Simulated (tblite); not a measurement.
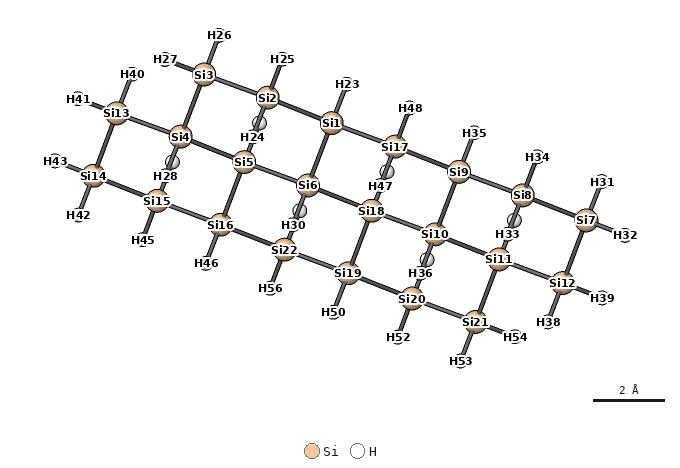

*The input geometry (ball-and-stick view, seen at a tilt; atoms are numbered from 1 in the order of the input).*

## Geometry relaxation of Si22H34 (part 1 of 3)

- system: Si22H34
- method: GFN2-xTB geometry optimisation, gas phase (tblite 0.8.0)

**Log**
```
step      E/eV     max force
  0   -1497.58274    1.530
  1   -1498.07782    0.728
  2   -1498.23684    0.250
  3   -1498.25949    0.217
  4   -1498.31316    0.288
  5   -1498.36270    0.309
  6   -1498.40441    0.250
  7   -1498.42659    0.170
  8   -1498.44399    0.172
  9   -1498.46428    0.278
 10   -1498.48625    0.323
 11   -1498.50257    0.237
 12   -1498.51228    0.135
 13   -1498.51978    0.137
 14   -1498.52632    0.153
 15   -1498.53171    0.115
 16   -1498.53578    0.090
 17   -1498.53894    0.097
 18   -1498.54247    0.139
 19   -1498.54757    0.176
 20   -1498.55387    0.171
 21   -1498.55953    0.115
 22   -1498.56377    0.094
 23   -1498.56742    0.089
 24   -1498.57156    0.109
 25   -1498.57640    0.132
 26   -1498.58055    0.118
 27   -1498.58295    0.082
 28   -1498.58421    0.055
 29   -1498.58506    0.041
 30   -1498.58573    0.045
 31   -1498.58627    0.049
 32   -1498.58676    0.044
 33   -1498.58727    0.048
 34   -1498.58783    0.056
 35   -1498.58850    0.050
 36   -1498.58931    0.050
 37   -1498.59021    0.050
 38   -1498.59100    0.041
 39   -1498.59153    0.036
 40   -1498.59188    0.027
 41   -1498.59218    0.029
 42   -1498.59250    0.033
 43   -1498.59289    0.044
 44   -1498.59335    0.048
 45   -1498.59386    0.039
 46   -1498.59434    0.029
 47   -1498.59474    0.028
 48   -1498.59501    0.028
 49   -1498.59520    0.022
 50   -1498.59536    0.017
```
